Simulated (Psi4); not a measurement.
# PBE0/cc-pVDZ (Cholesky decomposition, cholesky tolerance 0.001, sweep point 6) run of GeH2ClF (SMILES [F][GeH2][Cl])

Aim: the vertical ionisation energy of GeH2ClF at PBE0/cc-pVDZ (Cholesky decomposition, cholesky tolerance 0.001, sweep point 6), from 2 runs. The job is set up through a Python script.

The calculation is run with Psi4 1.11.

4 further runs of the same task are left out: 2 for a known fault of the program, 2 set aside as unsound or not needed. Runs told in other sessions of the task aren't counted.

## 1. The system as given

GeH2ClF: 5 atoms, total charge 0, spin state singlet. As SMILES, `[F][GeH2][Cl]`. The coordinates come from a PBE0-D4/def2-TZVP relaxation.

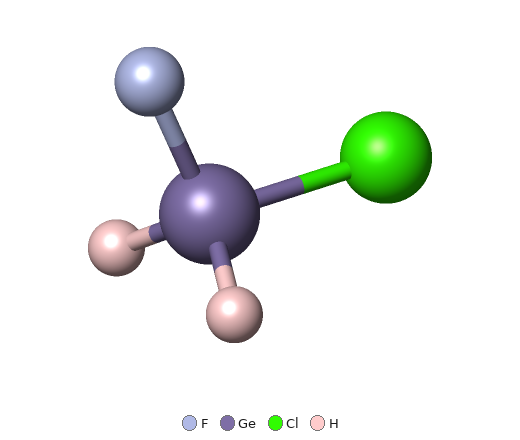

Viewed from a chosen angle; fluorine light blue, germanium purple, chlorine green, hydrogen pink.

## 2. A single-point energy at PBE0/cc-pVDZ (Cholesky decomposition, cholesky tolerance 0.001, sweep point 6)

Contents of job.py:

```python
import psi4

psi4.set_memory(1600000000)
psi4.set_num_threads(1)
psi4.core.set_output_file('run.log', False)

m = psi4.geometry("""
0 1
F     -0.242000    -0.508000     1.588600
Ge     0.139900    -0.089200    -0.045500
Cl    -1.390300     1.244900    -0.698900
H      0.067600    -1.375500    -0.867400
H      1.474700     0.654200    -0.018300
symmetry c1
""")

psi4.set_options({
    'basis': 'cc-pVDZ',
    'puream': True,
    'scf_type': 'cd',
    'dft_radial_points': 99,
    'dft_spherical_points': 590,
    'cholesky_tolerance': 0.001,
})

result = psi4.energy('pbe0', molecule=m)
print('E =', round(result, 9))
for k, v in sorted(psi4.core.scalar_variables().items()):
    print(f'{k:45s} {v:18.10f}')
```

On the command line:

```sh
python job.py
```

run.log:

```text
[...]
  Running in c1 symmetry.
[...]
  Nuclear repulsion =  281.182606757185397
[...]
  Multiplicity = 1
[...]
  Nalpha       = 30
  Nbeta        = 30
[...]
    Number of basis functions: 69
[...]
   @RKS iter   1: -2637.20853765675838   -3.02589e+00   1.58135e-02 ADIIS/DIIS
[...]
   @RKS iter   8: -2637.78232170145884   -1.33061e-07   7.75308e-07 DIIS
[...]
    Orbital Energies [Eh]
    ---------------------
    Doubly Occupied:
       1A   -399.206091     2A   -101.717658     3A    -50.022290
       4A    -44.504681     5A    -44.504121     6A    -44.503203
       7A    -24.762853     8A     -9.535154     9A     -7.267815
      10A     -7.261245    11A     -7.260836    12A     -6.374106
      13A     -4.530413    14A     -4.528316    15A     -4.524568
      16A     -1.333024    17A     -1.322073    18A     -1.317426
      19A     -1.316691    20A     -1.316414    21A     -1.180247
      22A     -0.852795    23A     -0.596335    24A     -0.455842
      25A     -0.449770    26A     -0.443923    27A     -0.385809
      28A     -0.383960    29A     -0.347714    30A     -0.335263
[...]
  @RKS Final Energy: -2637.78232170145884
   => Energetics <=
    Nuclear Repulsion Energy =            281.1826067571853969
    One-Electron Energy =               -4230.2842137096158694
    Two-Electron Energy =                1400.4314362229415565
    DFT Exchange-Correlation Energy =     -89.1121509719699674
    Empirical Dispersion Energy =           0.0000000000000000
    VV10 Nonlocal Energy =                  0.0000000000000000
    Total Energy =                      -2637.7823217014588408
[...]
 Multipole Moments:
 ------------------------------------------------------------------------------------
     Multipole            Electronic (a.u.)      Nuclear  (a.u.)        Total (a.u.)
 ------------------------------------------------------------------------------------
 L = 1.  Multiply by 2.5417464519 to convert [e a0] to [Debye]
 Dipole X            :          2.0352493           -1.3410865            0.6941628
 Dipole Y            :         -1.6643118            1.4129620           -0.2513498
 Dipole Z            :          0.6027680           -1.1556266           -0.5528586
 Magnitude           :                                                    0.9223293
[...]
```

Standard output:

```text
E = -2637.782321701
CURRENT ENERGY                                  -2637.7823217015
CURRENT REFERENCE ENERGY                        -2637.7823217015
DD SOLVATION ENERGY                                 0.0000000000
DFT FUNCTIONAL TOTAL ENERGY                     -2637.7823217015
DFT TOTAL ENERGY                                -2637.7823217015
DFT VV10 ENERGY                                     0.0000000000
DFT XC ENERGY                                     -89.1121509720
GRID ELECTRONS ALPHA                               30.0000004951
GRID ELECTRONS BETA                                30.0000004951
GRID ELECTRONS TOTAL                               60.0000009901
NUCLEAR REPULSION ENERGY                          281.1826067572
ONE-ELECTRON ENERGY                             -4230.2842137096
PCM POLARIZATION ENERGY                             0.0000000000
PE ENERGY                                           0.0000000000
SCF ITERATION ENERGY                            -2637.7823217015
SCF ITERATIONS                                      8.0000000000
SCF TOTAL ENERGY                                -2637.7823217015
TWO-ELECTRON ENERGY                              1400.4314362229
XC GRID RADIAL POINTS                              99.0000000000
XC GRID SPHERICAL POINTS                          590.0000000000
XC GRID TOTAL POINTS                           276708.0000000000
```

It took 23 s on 1 thread of AMD EPYC 7B13 (Zen 3), shared host; peak memory 0.98 GiB.

## 3. The doublet cation at the same level

Contents of job.py:

```python
import psi4

psi4.set_memory(1600000000)
psi4.set_num_threads(1)
psi4.set_output_file('clfgeh2.out', False)

mol = psi4.geometry("""
1 2
F     -0.242000    -0.508000     1.588600
Ge     0.139900    -0.089200    -0.045500
Cl    -1.390300     1.244900    -0.698900
H      0.067600    -1.375500    -0.867400
H      1.474700     0.654200    -0.018300
symmetry c1
""")

options = {'basis': 'cc-pVDZ', 'reference': 'uks', 'puream': True, 'scf_type': 'cd', 'dft_radial_points': 99, 'dft_spherical_points': 590, 'cholesky_tolerance': 0.001, 'maxiter': 100}
psi4.set_options(options)

E, wfn = psi4.energy('PBE0', return_wfn=True)
print('E =', round(E, 9))
```

On the command line:

```sh
python job.py
```

clfgeh2.out:

```text
[...]
  Running in c1 symmetry.
[...]
  Nuclear repulsion =  281.182606757185397
[...]
  Multiplicity = 2
[...]
  Nalpha       = 30
  Nbeta        = 29
[...]
    Number of basis functions: 69
[...]
   @UKS iter   1: -2636.73870201581576   -2.55605e+00   1.63374e-02 ADIIS/DIIS
[...]
   @UKS iter  11: -2637.35634215855771   -2.52030e-08   9.84920e-07 DIIS
[...]
   @S^2 Observed:                7.569686018E-01
[...]
    Orbital Energies [Eh]
    ---------------------
    Alpha Occupied:
       1A   -399.460772     2A   -102.038325     3A    -50.277416
       4A    -44.759829     5A    -44.758858     6A    -44.758604
       7A    -24.995486     8A     -9.853509     9A     -7.591105
      10A     -7.582120    11A     -7.575346    12A     -6.628722
      13A     -4.784896    14A     -4.781951    15A     -4.780256
      16A     -1.584552    17A     -1.576702    18A     -1.573629
      19A     -1.571364    20A     -1.570750    21A     -1.408678
      22A     -1.159037    23A     -0.851543    24A     -0.703860
      25A     -0.698781    26A     -0.688509    27A     -0.657752
      28A     -0.632613    29A     -0.624093    30A     -0.615685
    Alpha Virtual:
[...]
  @UKS Final Energy: -2637.35634215855771
   => Energetics <=
    Nuclear Repulsion Energy =            281.1826067571853969
    One-Electron Energy =               -4214.4516169157413970
    Two-Electron Energy =                1384.7422203417411311
    DFT Exchange-Correlation Energy =     -88.8295523417434651
    Empirical Dispersion Energy =           0.0000000000000000
    VV10 Nonlocal Energy =                  0.0000000000000000
    Total Energy =                      -2637.3563421585586184
  UHF NO Occupations:
  HONO-2 :   28  A 1.9987579
  HONO-1 :   29  A 1.9983500
[...]
 Multipole Moments:
 ------------------------------------------------------------------------------------
     Multipole            Electronic (a.u.)      Nuclear  (a.u.)        Total (a.u.)
 ------------------------------------------------------------------------------------
 L = 1.  Multiply by 2.5417464519 to convert [e a0] to [Debye]
 Dipole X            :          1.8028895           -1.3410865            0.4618030
 Dipole Y            :         -1.2165585            1.4129620            0.1964035
 Dipole Z            :         -0.0815962           -1.1556266           -1.2372228
 Magnitude           :                                                    1.3351242
[...]
```

Standard output:

```text
E = -2637.356342159
```

It took 29 s on 1 thread of AMD EPYC 7B13 (Zen 3), shared host; peak memory 0.99 GiB.

## 4. Results

At PBE0/cc-pVDZ (Cholesky decomposition, cholesky tolerance 0.001, sweep point 6):

| quantity | value |
| --- | --- |
| singlet GeH2ClF: total energy | -2637.78232 Eh |
| singlet GeH2ClF: dipole moment | 2.34 D |
| singlet GeH2ClF: HOMO energy | -9.12 eV |
| singlet GeH2ClF: LUMO energy | -0.08 eV |
| singlet GeH2ClF: HOMO–LUMO gap | 9.04 eV |
| doublet cation: total energy | -2637.35634 Eh |
| doublet cation: HOMO energy (highest over α and β) | -16.37 eV |
| doublet cation: LUMO energy (lowest over α and β) | -14.01 eV |
| doublet cation: ⟨S²⟩ | 0.757 |
| vertical ionisation energy (to the doublet cation) | 11.591 eV |

The vertical ionisation energy comes to 11.59 eV (267 kcal/mol). −ε(HOMO) before ionisation, 9.12 eV, is 2.47 eV below this ionisation energy.
